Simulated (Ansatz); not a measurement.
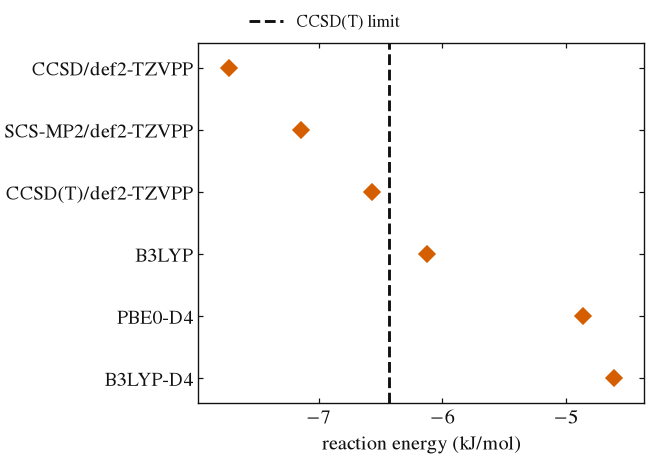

Electronic reaction energy of SnHSeF₃ ([F][Sn]([F])([F])[SeH]) + HBr (Br) → SnBrF₃ ([F][Sn]([F])([F])[Br]) + H₂Se ([SeH2]) (SMILES in brackets) at several levels (functionals in def2-TZVPP unless a basis is named), isolated molecules at PBE0-D4 triple-zeta geometries, minima by their frequencies, no zero-point or thermal terms, the Ansatz code 0.2.0. The line is frozen-core CCSD(T) at the basis limit (MP2 extrapolated from triple and quadruple zeta, plus CCSD(T) less MP2 in a smaller set). No dispersion term is added to B3LYP. The distance of CCSD/def2-TZVPP, SCS-MP2/def2-TZVPP and CCSD(T)/def2-TZVPP to the limit includes basis error. Core potentials past Kr.

Question: What do zero-point energy and temperature add?

Answer: Zero-point change 1.5 kJ/mol; at 298.15 K and 1 bar the CCSD(T) limit plus thermal terms gives an enthalpy of reaction of −6.4 and a free energy of −1.7 kJ/mol (harmonic PBE0-D4 modes, ideal gas).

Question: What range do the values span, the line included?

Answer: From −7.7 kJ/mol (CCSD/def2-TZVPP) to −4.6 kJ/mol (B3LYP-D4).

Known limits of this run: no scalar relativity up to krypton; outer-core shells are correlated without core-valence functions, which makes the correlated values less sure; spin-orbit coupling is left out, and with Sn it can shift these values.
